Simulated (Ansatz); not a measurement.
# SiO2: Cl on a O site, part 1 of 2

Aim: put Cl on a O site into a supercell of SiO2, relax it, and see where its spin, its levels and any extra charge sit.

Program: Ansatz 0.2.0. Level of theory: DFT PBE, scalar-relativistic, plane waves, PAW. These are calculated values, not measurements.

**1. The system as given**

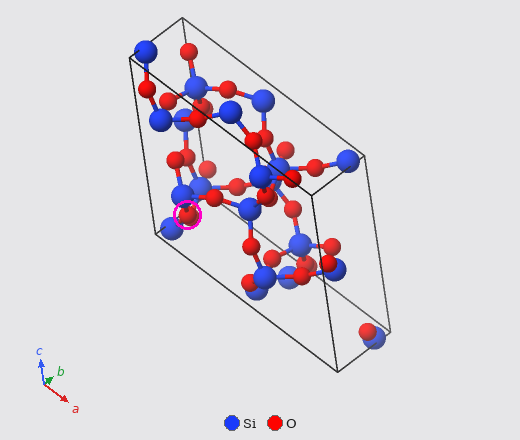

Start, viewed slightly off an axis; silicon blue, oxygen red. Atoms on the faces are drawn again on the opposite ones. Atom 17 is ringed.

Coordinates:

```
CELL_PARAMETERS angstrom
-4.98200 4.98200 6.96300
4.98200 -4.98200 6.96300
4.98200 4.98200 -6.96300
ATOMIC_POSITIONS crystal
Si 0.14949 0.14949 0.29897
Si 0.64948 0.64948 0.29897
Si 0.64948 0.14949 0.79897
Si 0.14949 0.64948 0.79897
Si 0.02448 0.22551 0.00000
Si 0.52448 0.72552 0.00000
Si 0.52448 0.22551 0.50000
Si 0.02448 0.72552 0.50000
Si 0.60052 0.10051 0.20103
Si 0.10051 0.60052 0.20103
Si 0.10051 0.10051 0.70103
Si 0.60052 0.60052 0.70103
Si 0.47552 0.27448 0.00000
Si 0.97552 0.77448 0.00000
Si 0.97552 0.27448 0.50000
Si 0.47552 0.77448 0.50000
O 0.14080 0.20901 0.17168
O 0.64080 0.70901 0.17168
O 0.64080 0.20901 0.67168
O 0.14080 0.70901 0.67168
O 0.08401 0.41233 0.06821
O 0.58401 0.91233 0.06821
O 0.58401 0.41233 0.56821
O 0.08401 0.91233 0.56821
O 0.78733 0.21912 0.32832
O 0.28733 0.71912 0.32832
O 0.28733 0.21912 0.82832
O 0.78733 0.71912 0.82832
O 0.09412 0.26580 0.43179
O 0.59412 0.76580 0.43179
O 0.59412 0.26580 0.93179
O 0.09412 0.76580 0.93179
O 0.48420 0.15588 0.06821
O 0.98420 0.65588 0.06821
O 0.98420 0.15588 0.56821
O 0.48420 0.65588 0.56821
O 0.54099 0.10920 0.32832
O 0.04099 0.60920 0.32832
O 0.04099 0.10920 0.82832
O 0.54099 0.60920 0.82832
O 0.33767 0.16599 0.43179
O 0.83767 0.66599 0.43179
O 0.83767 0.16599 0.93179
O 0.33767 0.66599 0.93179
O 0.53088 0.46267 0.17168
O 0.03088 0.96267 0.17168
O 0.03088 0.46267 0.67168
O 0.53088 0.96267 0.67168
```

The runs take a perfect supercell of 48 atoms; the defect goes to fractional position (0.141, 0.209, 0.172).

**2. The perfect supercell**

The input, input.yaml:

```yaml
crystal:
  lattice:
    - [-4.982, 4.982, 6.963]
    - [4.982, -4.982, 6.963]
    - [4.982, 4.982, -6.963]
  atoms:
    - { symbol: Si, position: [0.149485, 0.149485, 0.29897] }
    - { symbol: Si, position: [0.649485, 0.649485, 0.29897] }
    - { symbol: Si, position: [0.649485, 0.149485, 0.79897] }
    - { symbol: Si, position: [0.149485, 0.649485, 0.79897] }
    - { symbol: Si, position: [0.024485, 0.225515, 0.0] }
    - { symbol: Si, position: [0.524485, 0.725515, 0.0] }
    - { symbol: Si, position: [0.524485, 0.225515, 0.5] }
    - { symbol: Si, position: [0.024485, 0.725515, 0.5] }
    - { symbol: Si, position: [0.600515, 0.100515, 0.20103] }
    - { symbol: Si, position: [0.100515, 0.600515, 0.20103] }
    - { symbol: Si, position: [0.100515, 0.100515, 0.70103] }
    - { symbol: Si, position: [0.600515, 0.600515, 0.70103] }
    - { symbol: Si, position: [0.475515, 0.274485, 0.0] }
    - { symbol: Si, position: [0.975515, 0.774485, 0.0] }
    - { symbol: Si, position: [0.975515, 0.274485, 0.5] }
    - { symbol: Si, position: [0.475515, 0.774485, 0.5] }
    - { symbol: O, position: [0.1408, 0.20901, 0.17168] }
    - { symbol: O, position: [0.6408, 0.70901, 0.17168] }
    - { symbol: O, position: [0.6408, 0.20901, 0.67168] }
    - { symbol: O, position: [0.1408, 0.70901, 0.67168] }
    - { symbol: O, position: [0.08401, 0.41233, 0.06821] }
    - { symbol: O, position: [0.58401, 0.91233, 0.06821] }
    - { symbol: O, position: [0.58401, 0.41233, 0.56821] }
    - { symbol: O, position: [0.08401, 0.91233, 0.56821] }
    - { symbol: O, position: [0.78733, 0.21912, 0.32832] }
    - { symbol: O, position: [0.28733, 0.71912, 0.32832] }
    - { symbol: O, position: [0.28733, 0.21912, 0.82832] }
    - { symbol: O, position: [0.78733, 0.71912, 0.82832] }
    - { symbol: O, position: [0.09412, 0.2658, 0.43179] }
    - { symbol: O, position: [0.59412, 0.7658, 0.43179] }
    - { symbol: O, position: [0.59412, 0.2658, 0.93179] }
    - { symbol: O, position: [0.09412, 0.7658, 0.93179] }
    - { symbol: O, position: [0.4842, 0.15588, 0.06821] }
    - { symbol: O, position: [0.9842, 0.65588, 0.06821] }
    - { symbol: O, position: [0.9842, 0.15588, 0.56821] }
    - { symbol: O, position: [0.4842, 0.65588, 0.56821] }
    - { symbol: O, position: [0.54099, 0.1092, 0.32832] }
    - { symbol: O, position: [0.04099, 0.6092, 0.32832] }
    - { symbol: O, position: [0.04099, 0.1092, 0.82832] }
    - { symbol: O, position: [0.54099, 0.6092, 0.82832] }
    - { symbol: O, position: [0.33767, 0.16599, 0.43179] }
    - { symbol: O, position: [0.83767, 0.66599, 0.43179] }
    - { symbol: O, position: [0.83767, 0.16599, 0.93179] }
    - { symbol: O, position: [0.33767, 0.66599, 0.93179] }
    - { symbol: O, position: [0.53088, 0.46267, 0.17168] }
    - { symbol: O, position: [0.03088, 0.96267, 0.17168] }
    - { symbol: O, position: [0.03088, 0.46267, 0.67168] }
    - { symbol: O, position: [0.53088, 0.96267, 0.67168] }
basis:
  ecutwfc: 420
  fft_grid_basis: typed
kpoints:
  mp_grid: { grid: [2, 2, 2] }
hamiltonian:
  xc: pbe
  pseudopotentials: { kind: paw }
scf:
  occupations: { method: gaussian, width: 0.05 }
output:
  forces: true
  stress: false
  eigenvalues: true
  bader: false
  write_density: true
  volumetric_format: npy
```

On the command line:

```sh
> ansatz run input.yaml --threads 4 --pin off --max-ram 10240MiB --backend cpu --events-out ev --progress --plain --runs-dir out
```

Standard output, cut to the lines that bear on the results:

```text
Warning: RAYON_NUM_THREADS=4 ignored (pool sized by the plan → 4); use --threads N
[...]
Pseudopotentials: kind: paw
Pseudopotential: Si, paw, valence charge 4, recommended cutoff 420 eV (normal), Si.paw.azcp
Pseudopotential: O, paw, valence charge 6, recommended cutoff 420 eV (normal), O.paw.azcp
Functional definition: PBE
[...]
Crystal: 48 atoms, lattice volume = 691.296 Å³
Basis set: ecut = 420 eV, 13539 PW (Γ), exchange–correlation on 144×144×144 points (8 copies of the dense FFT grid, shifted against one another)
Bands: 176, of which v1, the nominal top of the filled ones, is band 128 counted from 1 (127 counted from 0)
Symmetry: 32 space group operations
Space group: P41212 (ITA 92), of the structure as read, at distance tolerance 8.8e-5 Å
k-points: 4 of 8
[...]
SCF iter   1: F=—  HF=-28384.981275 eV  |F-HF|=—  |Δ(HF+E_count)|=         —  Δρ=9.64e-4  dr2=1.74e-3  ethr=1.77e-3  ⟨swp⟩=6.5  Hψ=3470  notcnv=0  defer=70
[...]
SCF iter   6: F=-28384.996529 eV  HF=-28384.996529 eV  |F-HF|=2.26e-8  |Δ(HF+E_count)|=   1.96e-6  Δρ=1.54e-6  dr2=1.29e-8  ethr=3.91e-11  ⟨swp⟩=9.8  Hψ=2734  notcnv=0
[...]
SCF converged after 6 iterations
Free energy (F): -28384.996529 eV
[...]
E sigma→0 (E₀):  -28384.996529 eV
Fermi energy:    4.228281 eV
[...]
--- Forces (eV/Å), atoms counted from 1 ---
  atom   1  Si     0.09944011     0.09944011    -0.00000000
  atom   2  Si     0.09944011     0.09944011    -0.00000000
  atom   3  Si     0.09944011     0.09944011    -0.00000000
  atom   4  Si     0.09944011     0.09944011    -0.00000000
  atom   5  Si    -0.09944011     0.09944011     0.00000000
  atom   6  Si    -0.09944011     0.09944011     0.00000000
  atom   7  Si    -0.09944011     0.09944011     0.00000000
  atom   8  Si    -0.09944011     0.09944011     0.00000000
[...]
--- Band table (eV) ---
[...]
```

Run time: 8 s. Hardware: 4 threads of Intel Xeon Platinum 8488C (Sapphire Rapids), shared host; peak memory 2.4 GiB.

**3. Relaxing the defect cell**

Atoms within 3.2 Å of the site are nudged at random by about 0.03 Å and given small starting moments, so that symmetry and spin can break.

input.yaml: that of step 2 with these lines changed.

```diff
@@ -6,3 +6,3 @@
   atoms:
-    - { symbol: Si, position: [0.149485, 0.149485, 0.29897] }
+    - { symbol: Si, position: [0.146702207, 0.1504927499, 0.2982402242], spin: 0.5 }
     - { symbol: Si, position: [0.649485, 0.649485, 0.29897] }
@@ -10,3 +10,3 @@
     - { symbol: Si, position: [0.149485, 0.649485, 0.79897] }
-    - { symbol: Si, position: [0.024485, 0.225515, 0.0] }
+    - { symbol: Si, position: [0.0302962607, 0.2238541662, 0.0043903017], spin: 0.5 }
     - { symbol: Si, position: [0.524485, 0.725515, 0.0] }
@@ -22,3 +22,3 @@
     - { symbol: Si, position: [0.475515, 0.774485, 0.5] }
-    - { symbol: O, position: [0.1408, 0.20901, 0.17168] }
+    - { symbol: Cl, position: [0.1432926866, 0.2067279681, 0.1673231889], spin: 0.5 }
     - { symbol: O, position: [0.6408, 0.70901, 0.17168] }
@@ -26,3 +26,3 @@
     - { symbol: O, position: [0.1408, 0.70901, 0.67168] }
-    - { symbol: O, position: [0.08401, 0.41233, 0.06821] }
+    - { symbol: O, position: [0.0837509022, 0.4092834198, 0.0661722994], spin: 0.5 }
     - { symbol: O, position: [0.58401, 0.91233, 0.06821] }
@@ -34,3 +34,3 @@
     - { symbol: O, position: [0.78733, 0.71912, 0.82832] }
-    - { symbol: O, position: [0.09412, 0.2658, 0.43179] }
+    - { symbol: O, position: [0.0908817689, 0.2685499139, 0.4312103748], spin: 0.5 }
     - { symbol: O, position: [0.59412, 0.7658, 0.43179] }
@@ -44,12 +44,14 @@
     - { symbol: O, position: [0.04099, 0.6092, 0.32832] }
-    - { symbol: O, position: [0.04099, 0.1092, 0.82832] }
+    - { symbol: O, position: [0.0449036905, 0.1083362349, 0.8252069874], spin: 0.5 }
     - { symbol: O, position: [0.54099, 0.6092, 0.82832] }
-    - { symbol: O, position: [0.33767, 0.16599, 0.43179] }
+    - { symbol: O, position: [0.3394646985, 0.1710611096, 0.4366938934], spin: 0.5 }
     - { symbol: O, position: [0.83767, 0.66599, 0.43179] }
-    - { symbol: O, position: [0.83767, 0.16599, 0.93179] }
+    - { symbol: O, position: [0.84416107, 0.1619335494, 0.9323011964], spin: 0.5 }
     - { symbol: O, position: [0.33767, 0.66599, 0.93179] }
     - { symbol: O, position: [0.53088, 0.46267, 0.17168] }
-    - { symbol: O, position: [0.03088, 0.96267, 0.17168] }
+    - { symbol: O, position: [0.0334734736, 0.9658759172, 0.1747965199], spin: 0.5 }
     - { symbol: O, position: [0.03088, 0.46267, 0.67168] }
     - { symbol: O, position: [0.53088, 0.96267, 0.67168] }
+magnetization:
+  spin_polarized: true
 basis:
@@ -67,5 +69,10 @@
   stress: false
-  eigenvalues: true
+  eigenvalues: false
   bader: false
-  write_density: true
+  write_density: false
   volumetric_format: npy
+  populations: true
+relax:
+  adjacent_minimum: "off"
+  max_steps: 25
+  f_tol: 0.05
```

On the command line:

```sh
> ansatz run input.yaml --threads 4 --pin off --max-ram 10240MiB --backend cpu --events-out ev --progress --plain --runs-dir out
```

Standard output:

```text
settings of this run that can trade accuracy for cost: output.eigenvalues: false. Do not mix this run's numbers with those of runs without the same settings; the input reference describes each key
Warning: RAYON_NUM_THREADS=4 ignored (pool sized by the plan → 4); use --threads N
Engine: ansatz 0.2.0, x86_64-unknown-linux-gnu
[... 2 set-up lines as earlier in the session ...]
Pseudopotential: Cl, paw, valence charge 7, recommended cutoff 420 eV (normal), Cl.paw.azcp
[... 2 set-up lines as earlier in the session ...]
  parameter kappa = 0.804
  parameter beta = 0.06672455060314922
  exchange = pbe_x(kappa = kappa, mu = beta*pi^2/3)
  correlation = pbe_c(beta = beta)
Crystal: 48 atoms, lattice volume = 691.296 Å³
Basis set: ecut = 420 eV, 13539 PW (Γ), exchange–correlation on 144×144×144 points (8 copies of the dense FFT grid, shifted against one another)
Bands: 179, of which v1, the nominal top of the filled ones, is band 129 counted from 1 (128 counted from 0)
Symmetry: 1 space group operations
Space group: P1 (ITA 1), of the structure as read, at distance tolerance 8.8e-5 Å
Magnetic group: BNS 1.1 (UNI 1), of the structure as read, at distance tolerance 8.8e-5 Å
k-points: 8
Non-local potential: Si, projectors of the file, l = 0: 2, l = 1: 2, l = 2: 2
Non-local potential: Cl, projectors of the file, l = 0: 2, l = 1: 2, l = 2: 2
Non-local potential: O, projectors of the file, l = 0: 2, l = 1: 2, l = 2: 1
PAW form: soft (Blöchl's): semilocal exchange-correlation on the pseudo side does not see the compensation charge
PAW one-centre angular grid: Si, 110 points (default); XC on 64 Gauss nodes
PAW one-centre angular grid: Cl, 110 points (default); XC on 64 Gauss nodes
PAW one-centre angular grid: O, 110 points (default); XC on 64 Gauss nodes
Initial density: superposition of atomic densities (chi_scale 0.1, normalization cell, long waves kept (reshape's long-wave potential 0.22 eV rms))
Starting moments: Σ|m| = 4.5 μB on 9 of 48 sites
Initial wavefunctions: pseudopotential atomic-orbital guess
Functional: x = pbe(κ = 0.804, μ = 0.2195149727645171), c = pbe(β = 0.06672455060314922)
SCF iter   1: F=—  HF=-28909.628130 eV  |F-HF|=—  |Δ(HF+E_count)|=         —  Δρ=6.77e-2 (↑5.84e-2 ↓6.77e-2)  dr2=9.66e1  dr2_m=1.23e0  M=1.000 μB ∫|m|=1.263 μB  β_m=0.30  ethr=3.10e-3  ⟨swp⟩=8.8  Hψ=15169  notcnv=0  defer=162
preconditioner: auto → Resta (q_TF=auto, 2.314 Å⁻¹)  ε∞=2.9  [insulator: Δε(μ)=0.123 eV  Ē_g=14.310 eV  σ=0.050 eV  W_gap=0.92  n_scr=136 (ndim 8)  ℏωp=19.6 eV  f_vac=0.112  D(μ)=1.67/eV (n_scr^D=0)  ε∞_Penn≈2.9]
spin=Collinear: Resta preconditioning applied to the charge; magnetization (m = ρ↑ − ρ↓) channel mixes plain (no charge-response kernel on spin).
SCF iter   2: F=—  HF=-28886.200544 eV  |F-HF|=—  |Δ(HF+E_count)|=    2.34e1  Δρ=3.27e-2 (↑2.76e-2 ↓3.27e-2)  dr2=2.19e1  dr2_m=6.33e-1  M=1.000 μB ∫|m|=1.199 μB  β_m=0.30  ethr=3.10e-3  ⟨swp⟩=3.0  Hψ=5569  notcnv=0  defer=686
SCF iter   3: F=—  HF=-28881.254372 eV  |F-HF|=—  |Δ(HF+E_count)|=    4.95e0  Δρ=1.71e-2 (↑1.71e-2 ↓1.60e-2)  dr2=2.77e0  dr2_m=3.50e-1  M=0.753 μB ∫|m|=0.943 μB  β_m=0.30  ethr=3.10e-3  ⟨swp⟩=3.0  Hψ=4895  notcnv=0  defer=686
SCF iter   4: F=—  HF=-28881.148061 eV  |F-HF|=—  |Δ(HF+E_count)|=   1.06e-1  Δρ=6.43e-3 (↑6.15e-3 ↓6.43e-3)  dr2=2.50e-1  dr2_m=1.83e-1  M=0.750 μB ∫|m|=0.890 μB  β_m=0.30  ethr=1.08e-3  ⟨swp⟩=2.2  Hψ=3662  notcnv=0  defer=682
SCF iter   5: F=—  HF=-28881.238466 eV  |F-HF|=—  |Δ(HF+E_count)|=   9.04e-2  Δρ=4.19e-3 (↑4.15e-3 ↓4.19e-3)  dr2=3.78e-2  dr2_m=9.82e-2  M=0.750 μB ∫|m|=0.861 μB  β_m=0.30  ethr=9.74e-5  ⟨swp⟩=2.3  Hψ=4128  notcnv=0  defer=682
SCF iter   6: F=—  HF=-28881.291534 eV  |F-HF|=—  |Δ(HF+E_count)|=   5.31e-2  Δρ=3.00e-3 (↑3.00e-3 ↓2.81e-3)  dr2=9.13e-3  dr2_m=5.21e-2  M=0.801 μB ∫|m|=0.883 μB  β_m=0.30  ethr=1.47e-5  ⟨swp⟩=2.1  Hψ=4822  notcnv=0  defer=682
[... 117 lines left out ...]
    - { symbol: O, position: [0.6512262620555913, 0.1866666535435555, 0.6599529435524383] }
    - { symbol: O, position: [0.13917117290320752, 0.7114792634508168, 0.6865635949139433] }
    - { symbol: O, position: [0.032273439760880984, 0.4210696021457352, 0.009115982999449629] }
    - { symbol: O, position: [0.5972067923738331, 0.9147690612462649, 0.07694970745214899] }
    - { symbol: O, position: [0.5940632887603815, 0.4153162163761015, 0.589724781667972] }
    - { symbol: O, position: [0.0767989888355286, 0.8899363393217306, 0.5456717028466834] }
    - { symbol: O, position: [0.789313808887262, 0.2353677713332157, 0.3289570966637534] }
    - { symbol: O, position: [0.28123576937269934, 0.710436977331777, 0.32585289437199494] }
    - { symbol: O, position: [0.28626624942886747, 0.19916129174900304, 0.7986336561301628] }
    - { symbol: O, position: [0.7751385368586804, 0.7321289187783138, 0.8426100645053853] }
    - { symbol: O, position: [0.1081894818341198, 0.2985606549894141, 0.4443146635543306] }
    - { symbol: O, position: [0.593375378888858, 0.7436434555931868, 0.44019099318942134] }
    - { symbol: O, position: [0.6077714058200976, 0.26578378573559847, 0.9302343551987147] }
    - { symbol: O, position: [0.08331448752557712, 0.7661262986049139, 0.9465919018327126] }
    - { symbol: O, position: [0.4828044811757687, 0.14089376857291144, 0.04649964727951328] }
    - { symbol: O, position: [0.9686761087925128, 0.6855153422350267, 0.10609925311939893] }
    - { symbol: O, position: [0.983850061344928, 0.13472032719702376, 0.5253943000209831] }
    - { symbol: O, position: [0.4653553686224323, 0.6472226520662244, 0.5759120555239476] }
    - { symbol: O, position: [0.5379725340512057, 0.11517895578758983, 0.32295464629384796] }
    - { symbol: O, position: [0.0453138379446725, 0.5828879389737196, 0.33000834607154667] }
    - { symbol: O, position: [0.014902157492591994, 0.10347425925906922, 0.7811241321171826] }
    - { symbol: O, position: [0.5311788681486985, 0.5990643924904926, 0.8391650563955588] }
    - { symbol: O, position: [0.34116368244143325, 0.16405449771685, 0.4432378770620755] }
    - { symbol: O, position: [0.833469503803816, 0.6431804830253857, 0.4263502415531994] }
    - { symbol: O, position: [0.8579972654381061, 0.16123410969305987, 0.9393838145730978] }
    - { symbol: O, position: [0.34018543103261156, 0.6855699146961909, 0.9631127447981043] }
    - { symbol: O, position: [0.5184094852334878, 0.4510156013485229, 0.14764159866021692] }
    - { symbol: O, position: [0.01986116859109649, 0.9776688243313923, 0.1927308558844299] }
    - { symbol: O, position: [0.034811782308076814, 0.46128811542634957, 0.6893016125203256] }
    - { symbol: O, position: [0.5377218371918925, 0.9549078807760882, 0.6804645697272159] }
--- Löwdin populations: 48 sites ---
  site symbol       q [e]    m [muB]
     0     Si      2.6950     0.6486
     1     Si      2.1964     0.0005
     2     Si      2.2065     0.0026
     3     Si      2.1999     0.0007
     4     Si      2.3596     0.0008
     5     Si      2.2003     0.0003
     6     Si      2.2191     0.0067
     7     Si      2.2013     0.0003
     8     Si      2.2017     0.0007
     9     Si      2.2150     0.0010
    10     Si      2.1988     0.0019
    11     Si      2.2056     0.0003
    12     Si      2.2084     0.0018
    13     Si      2.2056     0.0045
    14     Si      2.2204     0.0149
    15     Si      2.2021     0.0008
    16     Cl      7.1478     0.0952
    17      O      6.7911     0.0001
    18      O      6.7899     0.0033
    19      O      6.7901     0.0000
    20      O      6.7787    -0.0002
    21      O      6.7893     0.0001
    22      O      6.7939    -0.0001
    23      O      6.7888     0.0001
    24      O      6.7887    -0.0000
    25      O      6.7862     0.0004
    26      O      6.7896     0.0007
    27      O      6.7895     0.0000
    28      O      6.7734     0.0384
    29      O      6.7946     0.0001
    30      O      6.7882     0.0002
    31      O      6.7907     0.0004
    32      O      6.7931     0.0005
    33      O      6.7892     0.0028
    34      O      6.7889     0.0018
    35      O      6.7908     0.0002
    36      O      6.7940    -0.0000
    37      O      6.7844     0.0002
    38      O      6.7819    -0.0001
    39      O      6.7887     0.0001
    40      O      6.7759     0.0419
    41      O      6.7906     0.0001
    42      O      6.7667     0.0044
    43      O      6.7902     0.0000
    44      O      6.7941     0.0016
    45      O      6.7704     0.0716
    46      O      6.7868     0.0031
    47      O      6.7884     0.0002
  spilling = 0.013695 (of n_electrons = 257.000000)
settings of this run that can trade accuracy for cost: output.eigenvalues: false. Do not mix this run's numbers with those of runs without the same settings; the input reference describes each key
```

Run time: 6.5 min. Hardware: 4 threads of Intel Xeon Platinum 8488C (Sapphire Rapids), shared host; peak memory 3.6 GiB.

| step | energy from step 1 (eV) | largest force component (eV/Å) |
| --- | --- | --- |
| 1 | 0.000 | 29.667 |
| 2 | -7.698 | 8.230 |
| 3 | -10.170 | 2.776 |
| 4 | -11.307 | 1.756 |
| 5 | -11.735 | 1.390 |
| 6 | -12.020 | 1.301 |
| 7 | -12.260 | 1.389 |
| 8 | -12.411 | 1.140 |
| 9 | -12.446 | 2.085 |
| 10 | -12.452 | 0.905 |
| 11 | -12.595 | 0.390 |
| 12 | -12.608 | 0.382 |
| 13 | -12.622 | 0.195 |
| 14 | -12.625 | 0.050 |
| 15 | -12.625 | 0.050 |
| 16 | -12.625 | 0.062 |
| 17 | -12.627 | 0.014 |

(Continued in part 2 of 2.)
